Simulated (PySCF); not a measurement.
## Electronic structure of C2H5Si (SMILES C=C[SiH2+]) (charge +1) in real space

Input

```
from pyscf import gto, dft

molecule = gto.M(
    atom='''
C        0.111636       1.819601      -0.552513
C       -0.940292       1.029038      -0.227593
Si       1.777837       1.268042      -0.201696
H       -0.056907       2.783823      -1.023666
H       -1.960890       1.340464      -0.429659
H       -0.822012       0.057634       0.244420
H        1.968795      -0.043600       0.437330
H        2.954329       2.085287      -0.532718
''',
    verbose=3,
    spin=0,
    charge=1,
    max_memory=3720,
    basis='def2-tzvpd',
)

mf = dft.RKS(molecule)
mf.xc = 'pbe0'
mf = mf.density_fit(auxbasis='def2-universal-jkfit')
mf.max_cycle = 100
mf.grids.level = 3
mf.conv_tol = 1e-09
mf.kernel()
if not mf.converged:
    mf = mf.newton().run(mf.mo_coeff, mf.mo_occ)

energy = mf.e_tot
print('E(%s) = %.9f' % ('PBE0', energy))
grad = mf.nuc_grad_method().kernel()
dip = mf.dip_moment()
pop, q = mf.mulliken_pop()
```

Run with:

```sh
OMP_NUM_THREADS=2 python run.py
```

Geometry: B3LYP-D3(BJ)/6-311G**.

Level of theory: Gaussian-basis quantum chemistry of an isolated molecule with PySCF, energy and nuclear gradient, functional PBE0 in PySCF.

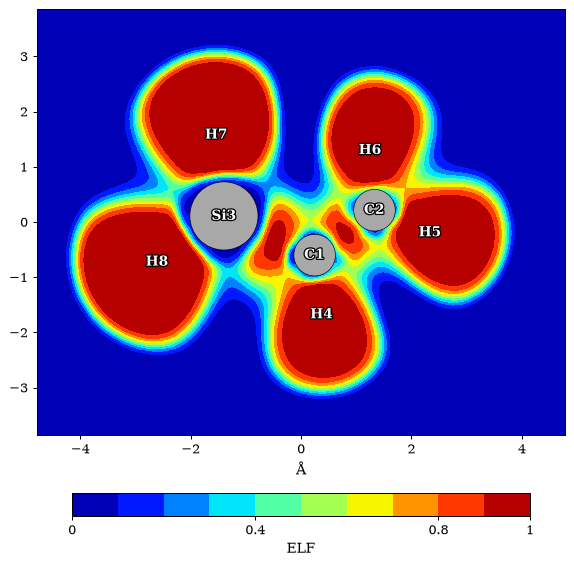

Figure 1. Electron localisation function on the molecular plane. Grey discs cover the atomic cores.

Interpret the plot.

Atoms in the plane: C, Si and H.
C–C (1.36 Å): the ELF peaks at about 0.95 between the atoms: a covalent bond.
C–Si (1.79 Å): the ELF peaks at about 0.95 between the atoms; localised, covalent bonding.
C–H (1.09 Å): the ELF climbs to about 1 towards the hydrogen, as it does in any bond to H; a covalent bond by its length.
Si–H (1.47 Å): the ELF climbs to about 1 towards the hydrogen.

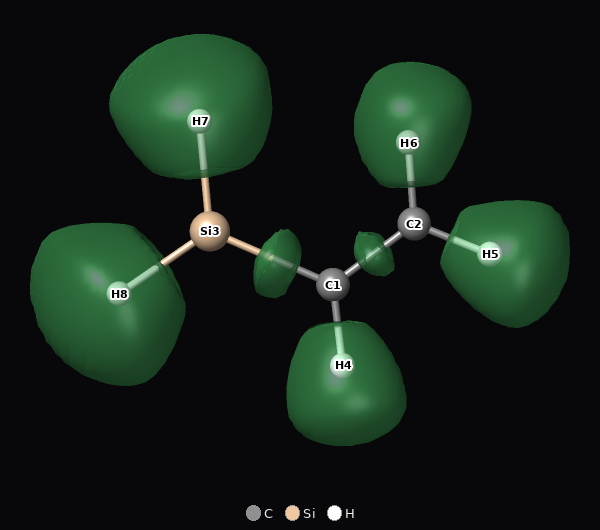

Figure 2. Isosurface of the electron localisation function at 0.85 (green), seen across its widest extent. Core shells and regions of very low density are left out.

Identify the bonds, lone pairs and shells in this picture.

The surface consists of one region between bonded C–C atoms (shared pairs), one region between bonded C–Si atoms (shared pairs) and five regions around hydrogen nuclei.

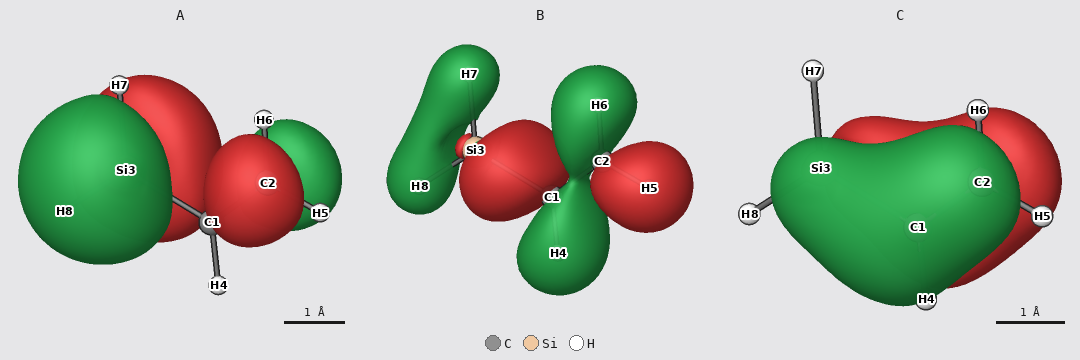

Figure 3. Three frontier orbitals at ±0.1 Å⁻³ᐟ² (green and red are the two phases), in no order.

Which picture is the HOMO−1, the HOMO and the LUMO?

B is the HOMO−1 (−15.40 eV). It lies mainly on C1 (about 25 %), Si3 (about 20 %), C2 (about 20 %), H5 (about 10 %), H4 (about 10 %) and H6 (about 5 %); it is symmetric in the molecular plane (an in-plane orbital: σ, lone-pair or in-plane π type). C is the HOMO (−14.43 eV). By Hirshfeld shares it lies mainly on C1 (about 45 %), C2 (about 35 %) and Si3 (about 15 %); it changes sign across the molecular plane (π type); π-bonding across C1–C2 and C1–Si3. A is the LUMO (−8.96 eV). By Hirshfeld shares it lies mainly on Si3 (about 60 %) and C2 (about 20 %); it changes sign across the molecular plane (π type); π-bonding across C1–C2.

What is the HOMO–LUMO gap?

5.47 eV between the orbital energies.

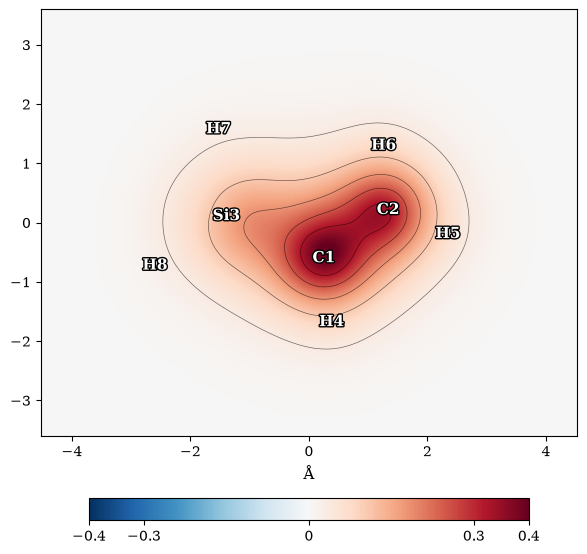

Figure 4. One frontier orbital on a plane 0.8 Å above the molecular plane (values in Å⁻³ᐟ²; the overall sign is arbitrary).

Which orbital is it: HOMO or LUMO?

The HOMO, at −14.43 eV. It lies mainly on C1 (about 45 %), C2 (about 35 %) and Si3 (about 15 %); it changes sign across the molecular plane (π type); π-bonding across C1–C2 and C1–Si3.
